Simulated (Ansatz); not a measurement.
Profile along the Pd–Pd line in Pd (fcc, Cu type)

Pd (fcc, Cu type), conventional cell a = 3.9114 Å, b = 3.9114 Å, c = 3.9114 Å, α = 90.00°, β = 90.00°, γ = 90.00°. The calculation uses the primitive cell of 1 atom, to which meshes and values per cell refer.

Fields along a shortest Pd–Pd line of a {111} plane (2.77 Å), from Pd to Pd, interpolated on the slice's grid (step about 0.2 Å). These are r2SCAN (plane waves to 500 eV, PAW, scalar-relativistic; Ansatz, a first-principles code) values and carry that method's errors. k mesh 20×20×20. These are valence fields of a PAW run, semicore shells included where kept as valence: close to a nucleus they are smooth pseudo fields. Pd is run without spin polarisation. Pd was relaxed with its symmetry unable to fall. The PAW data are Ansatz's earlier set.

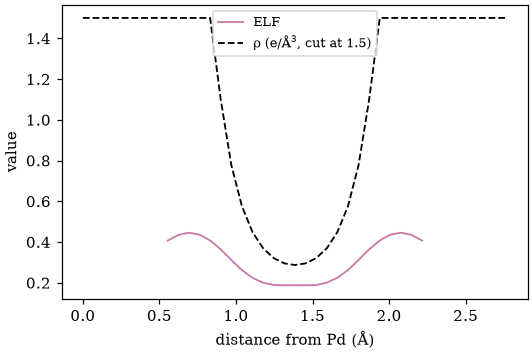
Fig. 1. ELF (away from the nuclei) and valence density from Pd to Pd.

Density on the Pd–Pd line (2.77 Å) at its midpoint: 0.29 e/Å³. ELF at that point: 0.19.
